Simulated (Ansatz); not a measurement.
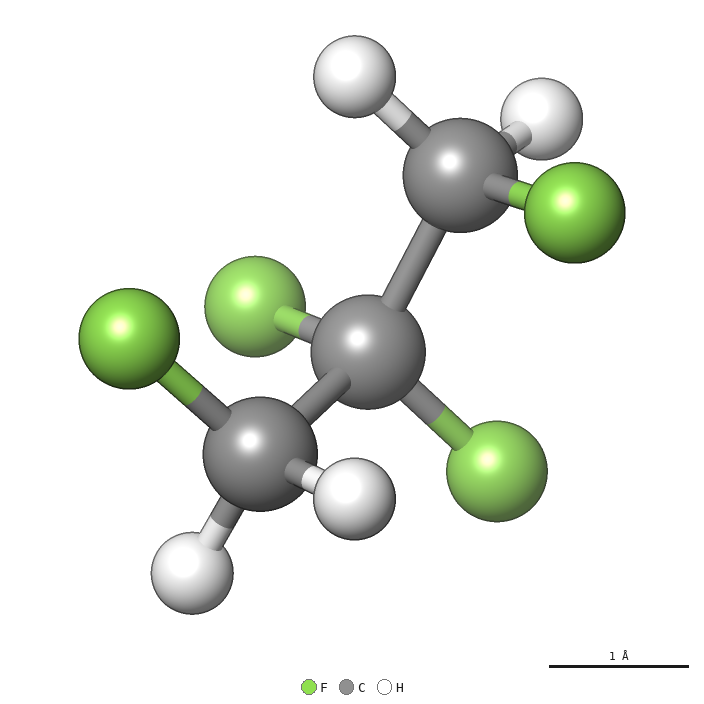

The picture shows a molecular structure as a ball-and-stick model.

The geometry was computed by an optimisation with PBE0-D4/def2-TZVP.

> What is the molecular formula?

C₃H₄F₄, 11 atoms: 3 carbon, 4 hydrogen and 4 fluorine.

> Name some functional groups or characteristic bonds that it holds.

Among them: C–F bond.

> How many atoms are distinct by symmetry?

6: 2 F, 2 C, 1 C, 2 F, 2 H, 2 H.

> Which point group does it belong to?

C2.

> How many bonds of each kind are drawn?

4 C–F, 4 C–H, 2 C–C.

More results for the same structure follow; atom numbers are the same in all pictures, views and colours differ.

Shape

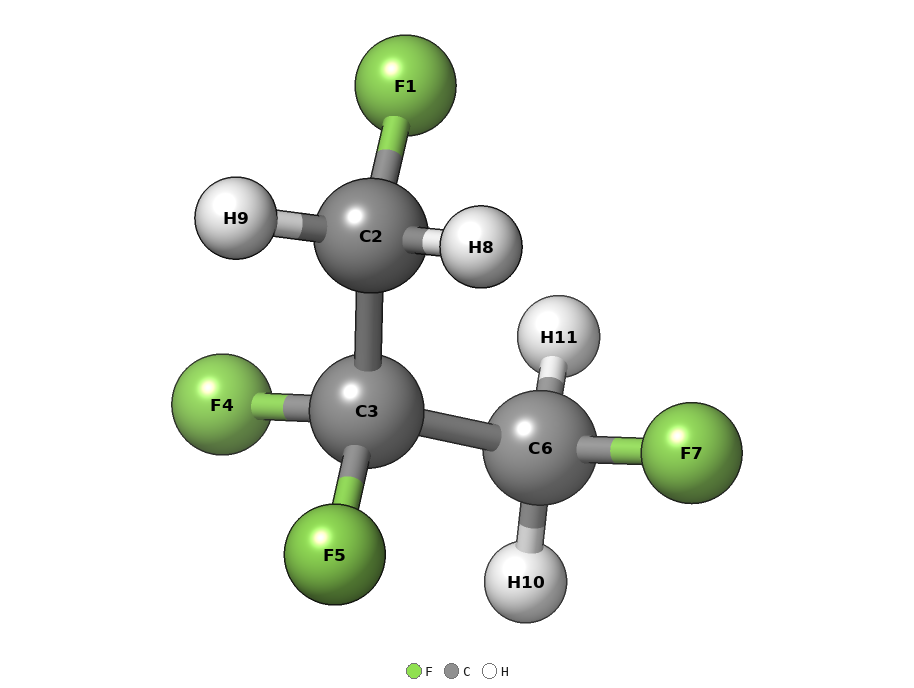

Atoms carry their numbers in the input.

Which atoms are bonded, and how long are the bonds?

```json
{"bond": "F1–C2", "length (Å)": "1.372", "order": "single"}
{"bond": "C2–C3", "length (Å)": "1.513", "order": "single"}
{"bond": "C2–H8", "length (Å)": "1.092", "order": "single"}
{"bond": "C2–H9", "length (Å)": "1.093", "order": "single"}
{"bond": "C3–F4", "length (Å)": "1.358", "order": "single"}
{"bond": "C3–F5", "length (Å)": "1.358", "order": "single"}
{"bond": "C3–C6", "length (Å)": "1.513", "order": "single"}
{"bond": "C6–F7", "length (Å)": "1.372", "order": "single"}
{"bond": "C6–H10", "length (Å)": "1.093", "order": "single"}
{"bond": "C6–H11", "length (Å)": "1.092", "order": "single"}
```

Electronic properties

Properties computed with RKS B3LYP-D4/def2-TZVPP (Ansatz 0.2.0).

Computed properties:

- dipole moment: 0.01 D
- HOMO energy (Kohn–Sham orbital): −9.39 eV
- LUMO energy (Kohn–Sham orbital): 0.98 eV
- HOMO–LUMO gap: 10.37 eV
- dispersion correction: −29.6 kJ/mol

Vibrations

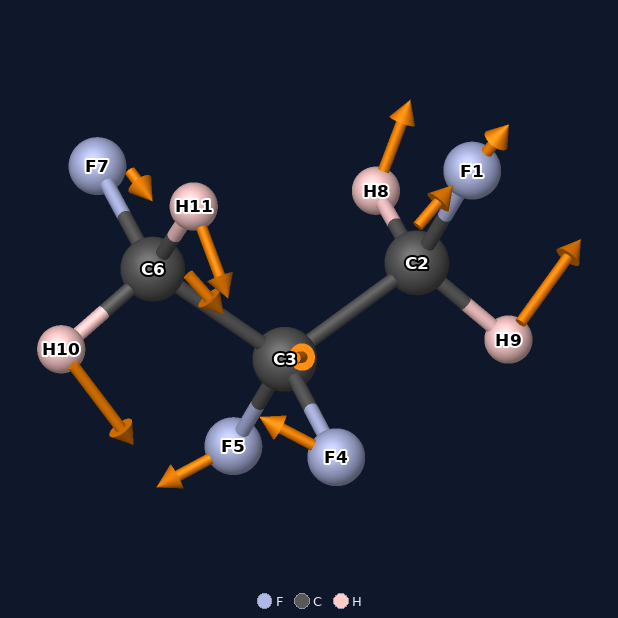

The arrows show one normal mode. Harmonic vibrations computed with RKS PBE0-D4/def2-TZVP (Ansatz 0.2.0) at a stationary point of the same level.

> What kind of motion is it?

Mostly C–C–F bending.

> At what wavenumber does it lie?

458 cm⁻¹; it is mode 7 of 27 counted from the lowest.

Charges

The questions are on Mulliken charges. Method: RKS ωB97M-V/def2-TZVPP (Ansatz 0.2.0).

> Which atom carries the highest charge (most positive or least negative)?

C3 (0.29 e).

> And the lowest?

F1, F7 (−0.22 e).

List the Mulliken charges.

```json
{"atom": "F1", "value (e)": "−0.22"}
{"atom": "C2", "value (e)": "0.02"}
{"atom": "C3", "value (e)": "0.29"}
{"atom": "F4", "value (e)": "−0.19"}
{"atom": "F5", "value (e)": "−0.19"}
{"atom": "C6", "value (e)": "0.02"}
{"atom": "F7", "value (e)": "−0.22"}
{"atom": "H8", "value (e)": "0.12"}
{"atom": "H9", "value (e)": "0.12"}
{"atom": "H10", "value (e)": "0.12"}
{"atom": "H11", "value (e)": "0.12"}
```

Mulliken values depend strongly on the basis set and can even reverse the polarity of a bond.
